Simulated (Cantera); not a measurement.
A closed system holds: 1 mol C, 0.033 mol CO2, at 0.100 bar.

Equilibrium computed with Cantera from the NASA thermochemical tables; the gas is ideal and each condensed phase is pure. Candidate condensed phases: C; 23 gas species. Ions and electrons are included (thermal ionisation). Rates play no part.

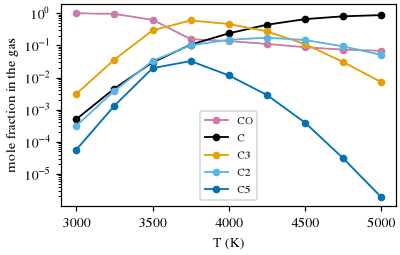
Figure. Equilibrium gas composition (values under 1e-9 drawn at 1e-9)

Read off the mole fractions at 4000 K.

C3 about 0.46, C about 0.24, C2 about 0.15, CO about 0.14, C5 about 0.012.
